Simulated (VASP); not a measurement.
Band structure of CdS (zinc blende). Level of theory: revTPSS meta-GGA, VASP's PBE PAW potentials (set 64) (plane waves; VASP 6.6.1).

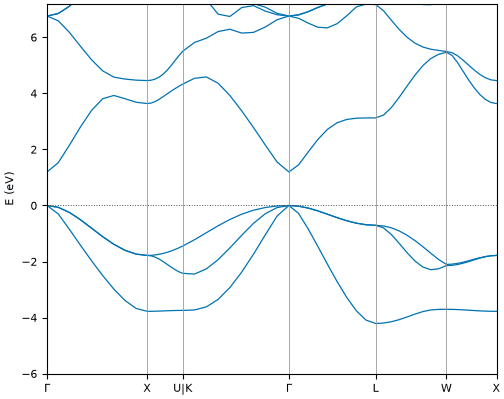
Fig. 1. Bands along high-symmetry lines, zero at the valence-band maximum or, without a gap, the Fermi level

Question: Read the plot: is there a gap, and where are the band edges?

Answer: The gap is direct, 1.20 eV, from the valence maximum at Γ to the conduction minimum at Γ.

Measured: gap 2.48 eV at 4 K (computed value off by -1.28 eV), as given by arXiv:1206.3780.

The compound is CdS in the zinc blende structure, a metastable form; wurtzite is the usual one. It was relaxed first.
